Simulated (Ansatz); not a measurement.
**O2F (SMILES [O]OF): UCCSD/STO-3G**

What is the energy change on altering one bond length of O2F at UCCSD/STO-3G? 

The results are computed with Ansatz 0.2.0.

38 further runs of the same task are left out: 11 that didn't finish, 27 set aside as unsound or not needed.

**1. The molecule**

O2F: 3 atoms, total charge 0, spin state doublet. SMILES: `[O]OF`. The shape is that of a PBE0-D4/def2-TZVP optimisation.

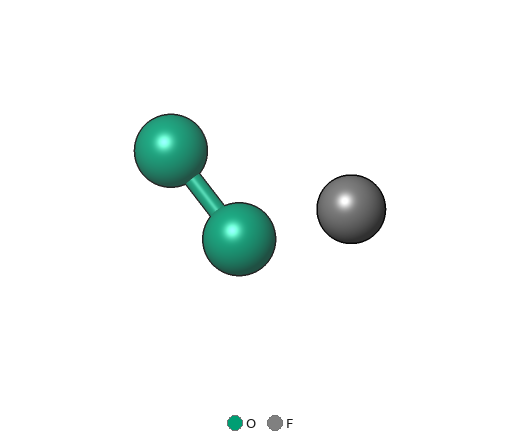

The structure, seen from a chosen angle (oxygen teal, fluorine grey).

**2. A single-point energy at UCCSD/STO-3G**

in.yaml reads:

```yaml
crystal:
  periodic: [false, false, false]
  atoms:
    - {symbol: O, position_ang: [0.933400, -0.295440, 0.482240]}
    - {symbol: O, position_ang: [0.133270, 0.497870, 0.127930]}
    - {symbol: F, position_ang: [-1.066650, -0.202430, -0.610160]}
basis:
  gaussian: {orbitals: STO-3G}
magnetization: {spin_polarized: true, initial_magnetization: 1}
correlation: {method: ccsd, frozen_orbitals: {F: 1, O: 1}}
accuracy: high
scf: {omitted_lower_state_checks: [cluster_reference, increment]}
```

Run with:

```
$ ansatz run in.yaml --threads 1 --pin off --max-ram 3480MiB --events-out events.jsonl --progress --plain --runs-dir runs
```

Standard output (excerpt; [...] marks lines left out):

```text
Warning: RAYON_NUM_THREADS=1 ignored (pool sized by the plan → 1); use --threads N
Functional definition: HF
  name "HF"
[...]
250 factors; integrals over basis functions are off by at most 5.0e-8 eV
[...]
mean field -6682.75741885 eV, -245.5868054070 hartree, gradient 4.3e-8 eV, S^2 1.396081; 15 other end points of the search recorded, 0 dependent functions left out
3 core orbitals not correlated: weight in the atoms' cores, before any rotation towards them, 1.000 or more for the frozen orbitals, at most 0.000 for the correlated occupied ones
reference -6682.75741885 eV, -245.5868054070 hartree; 10, 9 occupied and 2, 3 virtual orbitals, 250 factors
second order -1.92013804 eV of doubles, -0.00000000 eV of singles
cycle   1  -2.27593764 eV  change   -3.6e-1 eV  update   8.2e-2
[...]
cycle  39  -3.34165316 eV  change   -1.2e-9 eV  update   1.9e-9
Total energy: -6686.09907200 eV, -245.7096088954 hartree
Checks for a lower state left out: cluster_reference, increment
```

It took 0.63 s on 1 thread of Arm Neoverse V1, shared host.

**3. The distorted shape at the same level**

molecule.yaml reads:

```yaml
crystal:
  periodic: [false, false, false]
  atoms:
    - {symbol: O, position_ang: [1.133418, -0.493753, 0.570811]}
    - {symbol: O, position_ang: [0.133270, 0.497870, 0.127930]}
    - {symbol: F, position_ang: [-1.066650, -0.202430, -0.610160]}
basis:
  gaussian:
    orbitals: STO-3G
total_charge: 0
magnetization:
  spin_polarized: true
  initial_magnetization: 1
correlation:
  method: ccsd
  frozen_orbitals: {F: 1, O: 1}
accuracy: high
scf:
  omitted_lower_state_checks: [cluster_reference, increment]
```

Run with:

```
$ ansatz run molecule.yaml --threads 1 --pin off --max-ram 3480MiB --events-out events.jsonl --progress --plain --runs-dir runs
```

Standard output (excerpt; [...] marks lines left out):

```text
Warning: RAYON_NUM_THREADS=1 ignored (pool sized by the plan → 1); use --threads N
Functional definition: HF
  name "HF"
[...]
250 factors; integrals over basis functions are off by at most 4.5e-8 eV
[...]
mean field -6682.99528694 eV, -245.5955468982 hartree, gradient 3.1e-8 eV, S^2 1.548676; 12 other end points of the search recorded, 0 dependent functions left out
3 core orbitals not correlated: weight in the atoms' cores, before any rotation towards them, 1.000 or more for the frozen orbitals, at most 0.000 for the correlated occupied ones
reference -6682.99528694 eV, -245.5955468982 hartree; 10, 9 occupied and 2, 3 virtual orbitals, 250 factors
second order -1.22291850 eV of doubles, -0.00000000 eV of singles
cycle   1  -1.65058156 eV  change   -4.3e-1 eV  update   9.0e-2
[...]
cycle  47  -3.56743171 eV  change   3.9e-10 eV  update  2.7e-10
Total energy: -6686.56271865 eV, -245.7266475954 hartree
Checks for a lower state left out: cluster_reference, increment
```

It took 0.61 s on 1 thread of Arm Neoverse V1, shared host.

**4. Results**

At UCCSD/STO-3G, 3 core orbitals frozen:

| quantity | value |
| --- | --- |
| first shape: total energy | -245.70961 Eh |
| first shape: correlation energy (3 core orbitals frozen) | -122.8 mEh |
| first shape: ⟨S²⟩ of the reference determinant | 1.396 |
| first shape: T1 diagnostic | 0.057 |
| distorted shape: total energy | -245.72665 Eh |
| distorted shape: correlation energy (3 core orbitals frozen) | -131.1 mEh |
| distorted shape: ⟨S²⟩ of the reference determinant | 1.549 |
| distorted shape: T1 diagnostic | 0.081 |
| energy change with the O1–O2 bond stretched from 1.181 to 1.476 Å | -0.464 eV |

What this shows: With the O1–O2 bond stretched from 1.181 to 1.476 Å the energy falls by 0.46 eV (44.7 kJ/mol). The first shape isn't relaxed at this level, so the change isn't measured from a minimum. The minimal basis adds a large error of its own. ⟨S²⟩ (first shape) is 1.40 where a pure doublet has 0.75: the reference is spin-contaminated. The T1 diagnostic (first shape) of 0.057 is above the customary mark for such species, so a single reference may not serve. ⟨S²⟩ (distorted shape) is 1.55 where a pure doublet has 0.75: the reference is spin-contaminated. The T1 diagnostic (distorted shape) of 0.081 is above the customary mark for such species, so a single reference may not serve.
